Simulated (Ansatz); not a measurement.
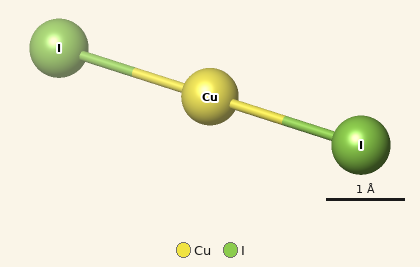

**Figure 1.** The starting structure (ball-and-stick view, seen at an oblique angle). Sticks mark near contacts. Bond lengths as drawn: Cu–I 2.43 Å.

Run report: CuI₂ (charge −1), molecular dynamics

The run: molecular dynamics of CuI₂, charge −1. Method and program: RKS PBE-d3bjatm/def2-SVP (Ansatz 0.2.0).

The geometry comes from this level: r2SCAN-D4/def2-TZVPD. Figures and captions count atoms from 1; the log counts them from 0 in places.

### Input
```yaml
crystal:
  periodic: [false, false, false]
  atoms:
    - {symbol: Cu, position_ang: [-0.000130, -0.000078, -0.000158]}
    - {symbol: I, position_ang: [-0.015760, -0.019877, 2.431628]}
    - {symbol: I, position_ang: [0.015890, 0.019944, -2.431470]}
basis:
  gaussian: {orbitals: def2-SVP}
total_charge: -1
hamiltonian: {xc: {name: PBE}, dispersion: d3bjatm}
md: {timestep: 2 fs, n_steps: 15, ensemble: nvt_nose_hoover, temperature: 300, initial_velocities: maxwell_boltzmann, seed: 559}
scf: {omitted_lower_state_checks: [starts]}
```

Run as:
```bash
ansatz run in.yaml --threads 4 --pin off --events-out ev --progress --plain --max-ram 3916MiB
```

### What the program printed
```
Functional definition: PBE
  name "PBE"
  cite "Perdew, Burke & Ernzerhof, Phys. Rev. Lett. 77, 3865 (1996) doi:10.1103/PhysRevLett.77.3865"
  parent pbe
  parameter kappa = 0.804
  parameter beta = 0.06672455060314922
  exchange = pbe_x(kappa = kappa, mu = beta*pi^2/3)
  correlation = pbe_c(beta = beta)
these checks for a lower state are left out or cut short: starts
1016 factors; their error is unknown
mean field evaluation 1: about -60816.6260 eV, gradient 1.1e2 eV
mean field evaluation 2: about -60771.1820 eV, gradient 1.7e2 eV
mean field evaluation 4: about -60833.7090 eV, gradient 1.6e1 eV
mean field evaluation 8: about -60834.3274 eV, gradient 5.0e-2 eV
mean field evaluation 16: about -60834.3033 eV, gradient 4.2e-5 eV
mean field -60834.30334868 eV, -2235.6194130922 hartree, gradient 4.2e-5 eV, S^2 0.000000; 0 other end points of the search recorded, 0 dependent functions left out
the calculation of the forces begins
reference -60834.30338823 eV, -2235.6194145456 hartree; 40, 40 occupied and 43, 43 virtual orbitals, 1016 factors
md step     0: t =     0.00 fs  T =   300.0 K  F+E_penalty+E_count = -60834.39359905 eV  E_kin = 0.038778 eV  conserved = -60834.35482105 eV  (24 SCF iters)
these checks for a lower state are left out or cut short: starts, cluster_reference, orbital_swaps, neighbouring_geometries, increment
1016 factors; their error is unknown
mean field -60834.30385443 eV, -2235.6194316780 hartree, gradient 1.5e-5 eV, S^2 0.000000; 0 other end points of the search recorded, 0 dependent functions left out
[... from here on the field's lines of each further geometry are left out, up to the last ...]
md step     1: t =     2.00 fs  T =   303.5 K  F+E_penalty+E_count = -60834.39404821 eV  E_kin = 0.039228 eV  conserved = -60834.35481995 eV  (30 SCF iters)
md step     2: t =     4.00 fs  T =   303.2 K  F+E_penalty+E_count = -60834.39401578 eV  E_kin = 0.039198 eV  conserved = -60834.35481748 eV  (30 SCF iters)
md step     3: t =     6.00 fs  T =   299.6 K  F+E_penalty+E_count = -60834.39353793 eV  E_kin = 0.038723 eV  conserved = -60834.35481398 eV  (30 SCF iters)
md step     4: t =     8.00 fs  T =   292.9 K  F+E_penalty+E_count = -60834.39266917 eV  E_kin = 0.037858 eV  conserved = -60834.35480940 eV  (30 SCF iters)
md step     5: t =    10.00 fs  T =   283.7 K  F+E_penalty+E_count = -60834.39147960 eV  E_kin = 0.036674 eV  conserved = -60834.35480407 eV  (30 SCF iters)
md step     6: t =    12.00 fs  T =   272.7 K  F+E_penalty+E_count = -60834.39005050 eV  E_kin = 0.035252 eV  conserved = -60834.35479848 eV  (30 SCF iters)
md step     7: t =    14.00 fs  T =   260.6 K  F+E_penalty+E_count = -60834.38846937 eV  E_kin = 0.033681 eV  conserved = -60834.35479272 eV  (30 SCF iters)
md step     8: t =    16.00 fs  T =   248.0 K  F+E_penalty+E_count = -60834.38682599 eV  E_kin = 0.032051 eV  conserved = -60834.35478712 eV  (30 SCF iters)
md step     9: t =    18.00 fs  T =   235.6 K  F+E_penalty+E_count = -60834.38520760 eV  E_kin = 0.030449 eV  conserved = -60834.35478197 eV  (30 SCF iters)
md step    10: t =    20.00 fs  T =   224.0 K  F+E_penalty+E_count = -60834.38369485 eV  E_kin = 0.028957 eV  conserved = -60834.35477747 eV  (30 SCF iters)
md step    11: t =    22.00 fs  T =   213.9 K  F+E_penalty+E_count = -60834.38235814 eV  E_kin = 0.027645 eV  conserved = -60834.35477383 eV  (30 SCF iters)
md step    12: t =    24.00 fs  T =   205.6 K  F+E_penalty+E_count = -60834.38125472 eV  E_kin = 0.026571 eV  conserved = -60834.35477116 eV  (30 SCF iters)
md step    13: t =    26.00 fs  T =   199.4 K  F+E_penalty+E_count = -60834.38042652 eV  E_kin = 0.025776 eV  conserved = -60834.35476955 eV  (30 SCF iters)
md step    14: t =    28.00 fs  T =   195.6 K  F+E_penalty+E_count = -60834.37989889 eV  E_kin = 0.025288 eV  conserved = -60834.35476903 eV  (30 SCF iters)
the calculation of the forces begins
reference -60834.29051682 eV, -2235.6189415299 hartree; 40, 40 occupied and 43, 43 virtual orbitals, 1016 factors
these checks for a lower state are left out or cut short: starts
1016 factors; their error is unknown
mean field -60834.29047725 eV, -2235.6189400759 hartree, gradient 2.5e-5 eV, S^2 0.000000; 0 other end points of the search recorded, 0 dependent functions left out
the calculation of the forces begins
reference -60834.29051682 eV, -2235.6189415299 hartree; 40, 40 occupied and 43, 43 virtual orbitals, 1016 factors
md step    15: t =    30.00 fs  T =   194.3 K  F+E_penalty+E_count = -60834.37968014 eV  E_kin = 0.025114 eV  conserved = -60834.35476955 eV  (12 SCF iters)
```

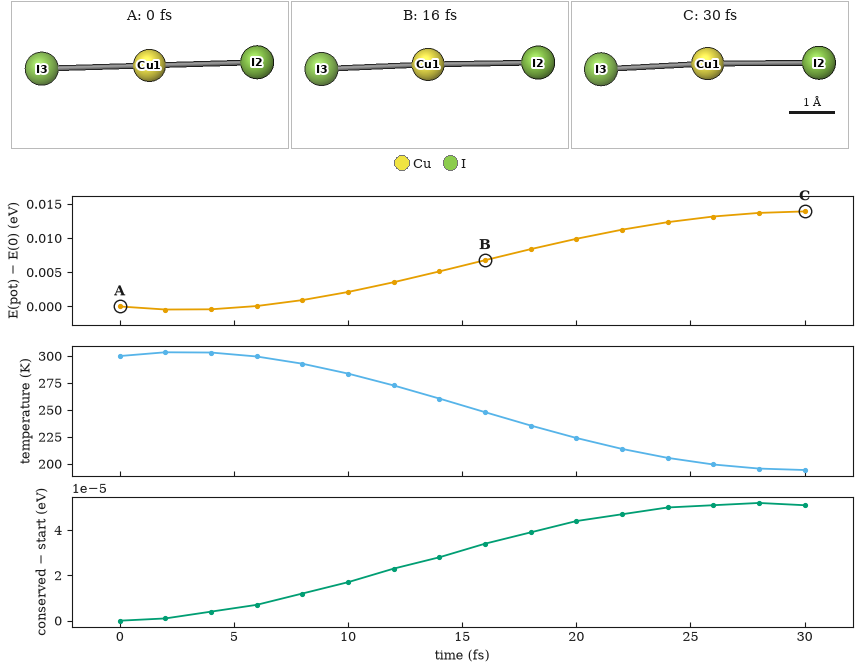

**Figure 2.** Frames of the molecular dynamics (ball-and-stick, seen at an oblique angle) above the curves, on which the letters mark them. The trajectory kept here has 16 frames over 30 fs. The temperature starts at 300 K, ranges from 194 to 303 K and averages 215 K over the second half. The potential energy ends 0.014 eV above its first value. The conserved quantity stays within 5.2e-05 eV. After an unweighted best fit of the last frame on the first, the root-mean-square displacement is 0.04 Å.

```
Total energy: -60834.37971970 eV, -2235.6222196756 hartree
Atom 0 at     0.041722     0.024262    -0.041695 Å, force    -0.049152    -0.031549     0.717432 eV/Å
Atom 1 at    -0.026364    -0.026171     2.470689 Å, force     0.031417     0.019559    -0.321762 eV/Å
Atom 2 at     0.005537     0.014050    -2.449732 Å, force     0.017735     0.011990    -0.395670 eV/Å
Dipole moment:     0.011975     0.007175    -0.059455 e Å
Checks for a lower state left out: starts
```

### Trajectory as extended XYZ (Å, eV, eV/Å), 16 frames, from step=0 to step=15
```
3
Properties=species:S:1:pos:R:3:forces:R:3 step=0 time_fs=0.0 energy=-60834.39360 temperature=300.0
Cu   -0.0001   -0.0001   -0.0002    0.0001   0.0001   0.0036
I    -0.0158   -0.0199    2.4316   -0.0016  -0.0020   0.2353
I     0.0159    0.0199   -2.4315    0.0015   0.0019  -0.2390
3
Properties=species:S:1:pos:R:3:forces:R:3 step=1 time_fs=2.0 energy=-60834.39405 temperature=303.5
Cu    0.0027    0.0016   -0.0046   -0.0031  -0.0022   0.0890
I    -0.0165   -0.0203    2.4343    0.0001  -0.0007   0.1795
I     0.0152    0.0195   -2.4319    0.0029   0.0029  -0.2685
3
Properties=species:S:1:pos:R:3:forces:R:3 step=2 time_fs=4.0 energy=-60834.39402 temperature=303.2
Cu    0.0056    0.0033   -0.0089   -0.0064  -0.0044   0.1720
I    -0.0172   -0.0207    2.4370    0.0020   0.0006   0.1253
I     0.0145    0.0191   -2.4324    0.0043   0.0038  -0.2973
3
Properties=species:S:1:pos:R:3:forces:R:3 step=3 time_fs=6.0 energy=-60834.39354 temperature=299.6
Cu    0.0084    0.0049   -0.0132   -0.0096  -0.0067   0.2519
I    -0.0179   -0.0212    2.4397    0.0040   0.0020   0.0731
I     0.0138    0.0187   -2.4331    0.0056   0.0047  -0.3250
3
Properties=species:S:1:pos:R:3:forces:R:3 step=4 time_fs=8.0 energy=-60834.39267 temperature=292.9
Cu    0.0113    0.0066   -0.0173   -0.0129  -0.0089   0.3276
I    -0.0187   -0.0216    2.4425    0.0061   0.0034   0.0234
I     0.0131    0.0183   -2.4338    0.0068   0.0055  -0.3509
3
Properties=species:S:1:pos:R:3:forces:R:3 step=5 time_fs=10.0 energy=-60834.39148 temperature=283.7
Cu    0.0141    0.0083   -0.0211   -0.0162  -0.0111   0.3983
I    -0.0194   -0.0220    2.4453    0.0083   0.0049  -0.0236
I     0.0124    0.0179   -2.4346    0.0079   0.0062  -0.3747
3
Properties=species:S:1:pos:R:3:forces:R:3 step=6 time_fs=12.0 energy=-60834.39005 temperature=272.7
Cu    0.0170    0.0099   -0.0248   -0.0195  -0.0133   0.4633
I    -0.0201   -0.0225    2.4480    0.0106   0.0064  -0.0677
I     0.0117    0.0175   -2.4355    0.0089   0.0069  -0.3956
3
Properties=species:S:1:pos:R:3:forces:R:3 step=7 time_fs=14.0 energy=-60834.38847 temperature=260.6
Cu    0.0198    0.0115   -0.0282   -0.0228  -0.0155   0.5220
I    -0.0208   -0.0229    2.4508    0.0129   0.0079  -0.1087
I     0.0110    0.0171   -2.4366    0.0099   0.0076  -0.4133
3
Properties=species:S:1:pos:R:3:forces:R:3 step=8 time_fs=16.0 energy=-60834.38683 temperature=248.0
Cu    0.0226    0.0132   -0.0312   -0.0261  -0.0176   0.5737
I    -0.0215   -0.0233    2.4535    0.0152   0.0094  -0.1465
I     0.0103    0.0167   -2.4378    0.0109   0.0082  -0.4272
3
Properties=species:S:1:pos:R:3:forces:R:3 step=9 time_fs=18.0 energy=-60834.38521 temperature=235.6
Cu    0.0254    0.0148   -0.0339   -0.0293  -0.0197   0.6181
I    -0.0222   -0.0237    2.4561    0.0176   0.0110  -0.1811
I     0.0096    0.0163   -2.4391    0.0118   0.0087  -0.4370
3
Properties=species:S:1:pos:R:3:forces:R:3 step=10 time_fs=20.0 energy=-60834.38369 temperature=224.0
Cu    0.0282    0.0164   -0.0363   -0.0326  -0.0217   0.6547
I    -0.0229   -0.0241    2.4587    0.0200   0.0125  -0.2124
I     0.0089    0.0160   -2.4405    0.0126   0.0093  -0.4423
3
Properties=species:S:1:pos:R:3:forces:R:3 step=11 time_fs=22.0 energy=-60834.38236 temperature=213.9
Cu    0.0309    0.0180   -0.0382   -0.0359  -0.0237   0.6834
I    -0.0236   -0.0246    2.4613    0.0223   0.0139  -0.2406
I     0.0082    0.0156   -2.4421    0.0136   0.0098  -0.4428
3
Properties=species:S:1:pos:R:3:forces:R:3 step=12 time_fs=24.0 energy=-60834.38126 temperature=205.6
Cu    0.0337    0.0196   -0.0397   -0.0391  -0.0257   0.7040
I    -0.0243   -0.0250    2.4638    0.0246   0.0154  -0.2655
I     0.0075    0.0152   -2.4438    0.0145   0.0103  -0.4385
3
Properties=species:S:1:pos:R:3:forces:R:3 step=13 time_fs=26.0 energy=-60834.38043 temperature=199.4
Cu    0.0364    0.0212   -0.0408   -0.0425  -0.0277   0.7164
I    -0.0250   -0.0254    2.4662    0.0270   0.0168  -0.2873
I     0.0069    0.0148   -2.4456    0.0155   0.0108  -0.4292
3
Properties=species:S:1:pos:R:3:forces:R:3 step=14 time_fs=28.0 energy=-60834.37990 temperature=195.6
Cu    0.0391    0.0227   -0.0415   -0.0458  -0.0296   0.7209
I    -0.0257   -0.0258    2.4685    0.0292   0.0182  -0.3060
I     0.0062    0.0144   -2.4476    0.0166   0.0114  -0.4148
3
Properties=species:S:1:pos:R:3:forces:R:3 step=15 time_fs=30.0 energy=-60834.37968 temperature=194.3
Cu    0.0417    0.0243   -0.0417   -0.0492  -0.0315   0.7174
I    -0.0264   -0.0262    2.4707    0.0314   0.0196  -0.3218
I     0.0055    0.0140   -2.4497    0.0177   0.0120  -0.3957
```

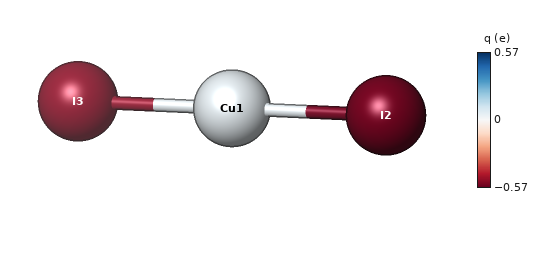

**Figure 3.** Mulliken charges, as the colour of each atom (ball-and-stick view, seen at a tilt; atoms are numbered from 1 in the order of the input). By element: Cu +0.05 and I −0.54 to −0.51 e.

### Summary

- outcome: finished
- mean temperature over the second half: 215 K
- trajectory: 15 steps, 30 fs
- ensemble: nvt_nose_hoover
- temperature in the input: 300 K
- time step: 2 fs
- potential energy (last step): −60834.3797 eV
- mean-field energy (last step): −60834.2905 eV
- dispersion energy (last step): −0.0892 eV
- SCF solution under orbital rotations (last step): stable
- largest force (length of the vector) (last step): 0.720 eV/Å
- hardware: 4 threads of Intel Xeon, 11 GiB of memory available, shared host
- wall time: 12 s (CPU time 39 s)
- peak memory: 0.32 GiB

### Notes

So short a trajectory is not equilibrated.
